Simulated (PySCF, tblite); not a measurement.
**C₄H₁₂N₂SSi: geometry, infrared bands and NMR shifts**

What infrared bands and NMR shifts should C₄H₁₂N₂SSi (`[H]/N=C(/CN)CCS[SiH3]`) show?

Programs: tblite 0.8.0 and PySCF 2.14.0, with density-fitted response routines of our own. Each step states its level of theory. These are calculated values for one molecule in the gas phase, unless marked as measured. Atoms are numbered from 0 throughout.

### 1 The molecule as given

20 atoms, charge 0, multiplicity 1; geometry from: force field or distance geometry start.

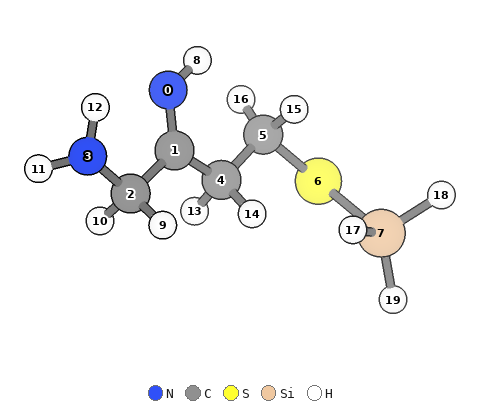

The starting geometry (nitrogen blue, carbon grey, sulfur yellow, silicon light orange, hydrogen white), atoms numbered; sticks join atoms by distance.

### 2 Optimising the geometry with GFN2-xTB

The job: settings as JSON, then the geometry in Å.

```
{"job": {"kind": "relax", "xc": "GFN2-xTB", "basis": "xTB"}, "charge": 0, "multiplicity": 1}
N     -1.968300    -0.238300    -0.865300
C     -1.211300    -0.122700     0.143800
C     -1.834300     0.345400     1.421300
N     -3.254800     0.616200     1.249800
C      0.226000    -0.445100     0.127900
C      0.779800    -0.908200    -1.165300
S      2.579500    -1.236200    -0.970100
Si     3.491400     0.669900    -0.577700
H     -1.558800    -0.561000    -1.733900
H     -1.282800     1.262900     1.706500
H     -1.738600    -0.460900     2.172700
H     -3.868800     0.147500     1.967900
H     -3.608500     0.521600     0.295900
H      0.425200    -1.218000     0.910300
H      0.779400     0.462800     0.468600
H      0.690100    -0.054600    -1.879400
H      0.371300    -1.793100    -1.619200
H      2.416100     1.615200    -0.250500
H      4.040400     1.126200    -1.869000
H      4.521700     0.591400     0.462600
```

On the command line:

```console
OMP_NUM_THREADS=1 python probes_run.py task.json out
```

One launch serves the whole session: the jobs run in the order shown.

**Question.** This job is followed by: GFN2-xTB harmonic vibrations, gas phase; GIAO PBE0/pcSseg-1 NMR shielding, non-relativistic, gas phase. What will the session give for the following? strongest single infrared mode (GFN2-xTB); zero-point energy (GFN2-xTB); ¹³C shifts against TMS (PBE0/pcSseg-1); ¹H shifts against TMS (PBE0/pcSseg-1, means over atoms taken as alike); ¹⁵N shifts against NH3 (PBE0/pcSseg-1); ³³S shifts against CS2 (PBE0/pcSseg-1); ²⁹Si shifts against TMS (PBE0/pcSseg-1).

As calculated:

| quantity | value |
| --- | --- |
| strongest single infrared mode (GFN2-xTB) | 775 cm⁻¹, 395 km/mol |
| zero-point energy (GFN2-xTB) | 97.9 kcal/mol |
| ¹³C shifts against TMS (PBE0/pcSseg-1) | 189.1, 55.3, 41.7, 29.0 ppm |
| ¹H shifts against TMS (PBE0/pcSseg-1, means over atoms taken as alike) | 10.19, 4.54, 3.33, 2.40, 2.26, 0.95 ppm |
| ¹⁵N shifts against NH3 (PBE0/pcSseg-1) | 325.6, 30.9 ppm |
| ³³S shifts against CS2 (PBE0/pcSseg-1) | -188 ppm |
| ²⁹Si shifts against TMS (PBE0/pcSseg-1) | -54.3 ppm |

What this shows: Relaxing lowered the energy by 0.535 eV in 141 steps; the close pair that moved most is C1–C4, from 1.473 to 1.514 Å. No mode is imaginary among the 54: a minimum at this level. The strongest single mode, at 775 cm⁻¹, is carried by H19, H17, H18. GFN2-xTB is a fitted tight-binding method: band positions and strengths are rough. Its intensities can rank the bands wrongly. At PBE0/pcSseg-1: Shielding is most anisotropic at N0 (span 629 ppm, paramagnetic term -384 ppm).
